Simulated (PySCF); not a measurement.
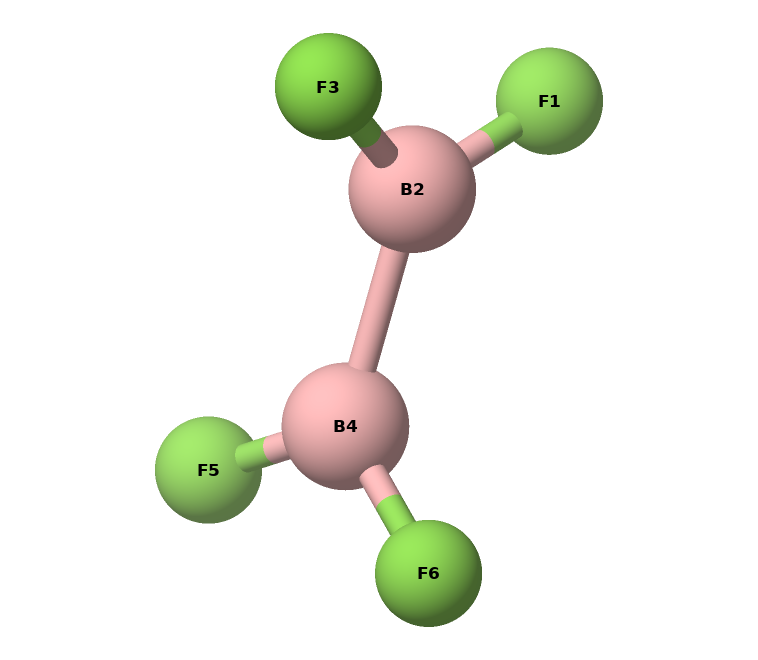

The geometry was computed by an optimisation with PBE0-D3(BJ)/def2-SVP. No frequency run is at hand to confirm it as a minimum. Electric field gradients from the ground-state density, B3LYP/6-31G* (PySCF 2.14.0), non-relativistic apart from any core potentials.

Give the largest field-gradient component, the quadrupole coupling constant and the asymmetry for 11B at B2 (Q = 40.59 mb).

```
atom  V_zz (a.u.)  e²qQ/h (MHz)     η
  B2        0.344          3.28  0.64
```
